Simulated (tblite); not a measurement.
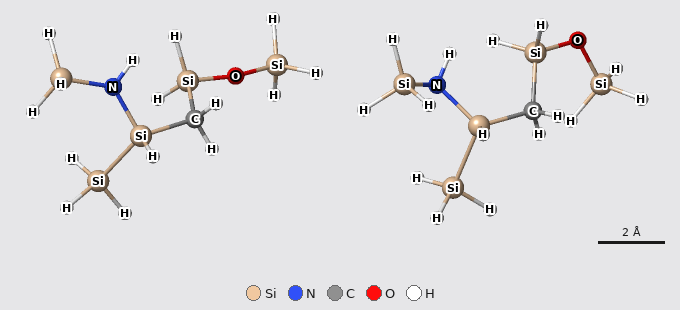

Two geometries of CH15NOSi5, drawn at one scale. One is the start of a relaxation, the other its converged end. The picture is a ball-and-stick view, seen at a tilt.

These are results of GFN2-xTB geometry optimisation, gas phase (tblite 0.8.0), not measurements. 

Which of the two is the end point?

Answer. The left one is the relaxed one. Over 213 geometry steps the energy falls by 132.9 kJ/mol. The largest moves after the best rigid fit, 2.03 Å, are those of H atoms. Largest moves by element: H 2.03 Å, N 1.14 Å, O 1.11 Å, Si 1.05 Å, C 0.48 Å. Near-neighbour distances that change, for instance: Si–Si 2.870 → 3.216 Å, O–Si 1.700 → 1.614 Å, Si–Si 2.235 → 2.304 Å, N–Si 1.797 → 1.740 Å. Bond angles that change, for instance: Si–O–Si 115.2° → 167.0°, Si–N–Si 107.2° → 129.6°, N–Si–C 113.3° → 105.5°. Groups turn about C–Si by about 60°, Si–Si by about 20°. The run took 5 s on 1 thread of Arm Neoverse N1 (shared host).
